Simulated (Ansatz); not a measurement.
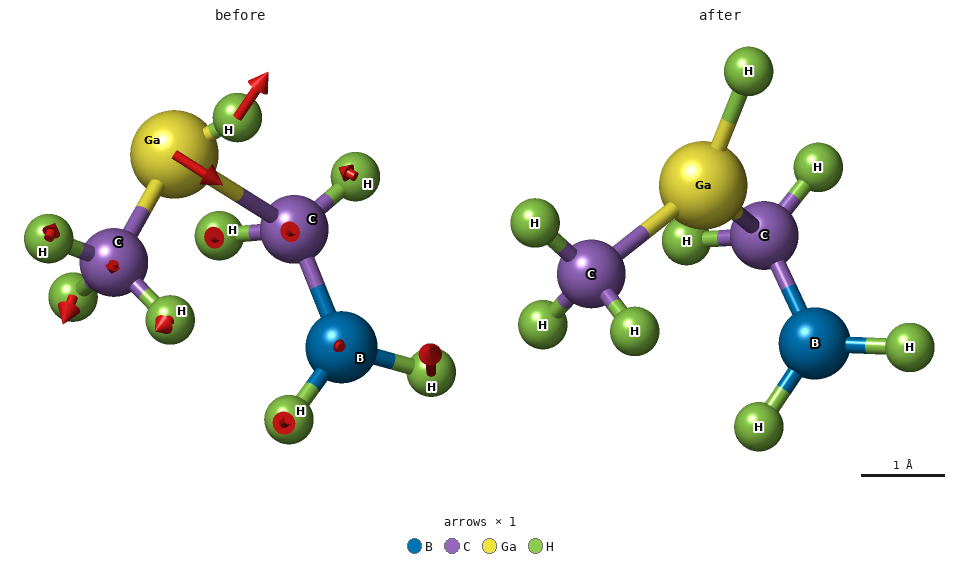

The structure of C2H8BGa (coarse preliminary run) before (left) and after (right) a relaxation, at one scale. The red arrows give the displacements, at their true length.

The picture is a ball-and-stick view, seen from a free direction.

The start comes from a force field.

The calculation used RKS PBE-D4/def2-SVP (Ansatz 0.2.0). Set-up: force threshold 0.03 eV/Å; at most 200 steps.

> Summarise the run.

The atom that moves furthest after the best rigid fit is an H atom (0.88 Å). Largest moves by element: H 0.88 Å, Ga 0.71 Å, C 0.33 Å, B 0.14 Å. Some distances before and after: Ga–H 0.984 → 1.584 Å, C–Ga 2.233 → 2.040 Å, C–Ga 1.858 → 1.972 Å, C–H 1.173 → 1.108 Å. Among the angles between lasting bonds that change: C–Ga–H 87.4° → 115.6°, Ga–C–H 86.2° → 111.6°, B–C–Ga 120.4° → 98.0°. The energy falls by 9.550 eV in 12 accepted moves (14 points after the start). Largest force component: 23 eV/Å at the start, 0.029 eV/Å at the end. The line search rejected the trial steps at points 11, 13 of the run. The run took 21 s on 4 threads of Arm Neoverse V1 (shared host).
